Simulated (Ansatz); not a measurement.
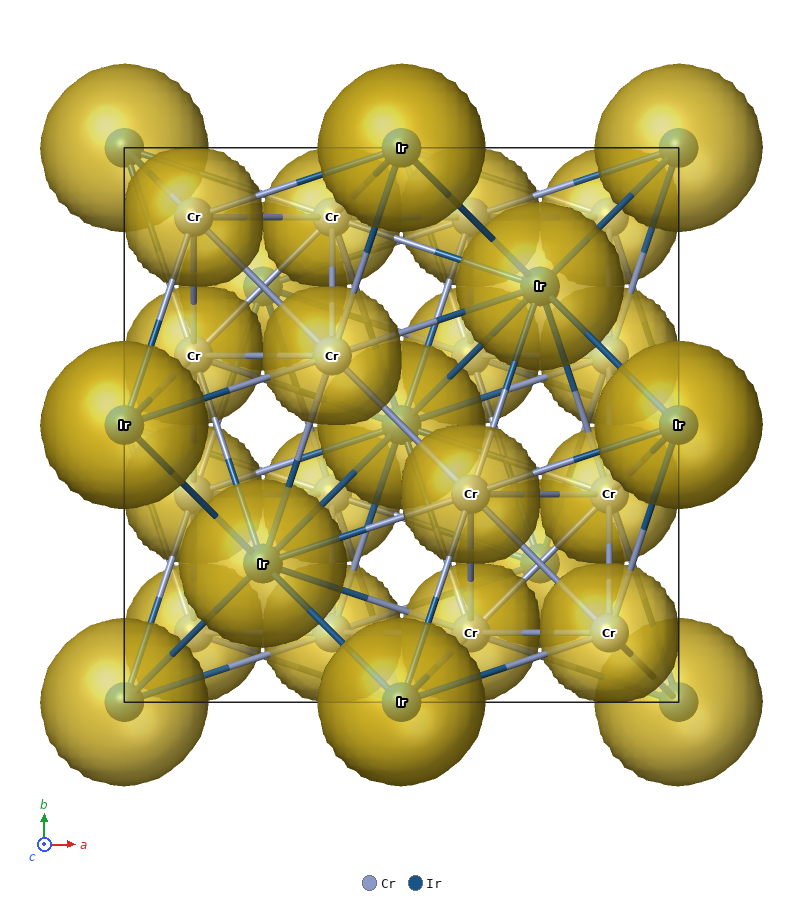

Figure. Cr2Ir. Isosurface of the valence electron density at 0.8 e/Å³ (yellow), seen along the c axis. Sticks mark near contacts.

Space group Fd-3m; started from the cubic Laves (C15)_227 prototype, which need not be the ambient phase; computed without spin polarisation.

The calculation used Ansatz, DFT PBE, scalar-relativistic, plane waves, PAW.

The density is the valence pseudo-density of a PAW calculation; it isn't the true density close to the nuclei.

> What does this surface tell about the bonding?

At this value the density breaks into separate islands; it holds about 75 % of the electrons treated as valence (semicore included). It bridges none of the near contacts. It is pinched off along the sampled Cr–Cr (2.36 Å), Cr–Ir (2.77 Å) and Ir–Ir (2.89 Å) contacts. On the grid the lowest density along these lines, outside the cores, is 0.47 e/Å³ (Cr–Cr, 2.36 Å), 0.31 e/Å³ (Cr–Ir, 2.77 Å) and 0.33 e/Å³ (Ir–Ir, 2.89 Å).
